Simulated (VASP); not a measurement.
Band structure of As (a7). All values below come from TPSS meta-GGA, VASP's PBE PAW potentials (set 64) (plane waves; VASP).

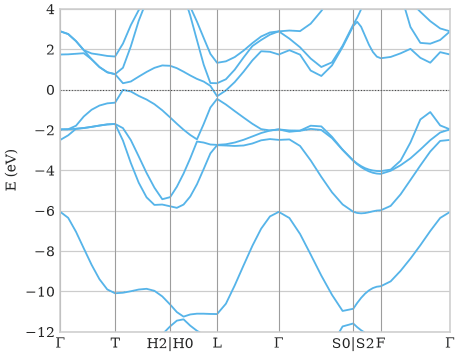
Fig. 1. Bands along high-symmetry lines, zero at the valence-band maximum or, without a gap, the Fermi level

Q: Read the plot: is there a gap, and where are the band edges?

A: It has no gap at this level: it comes out as a metal or semimetal.

The compound is As in the a7 structure. It was relaxed first.
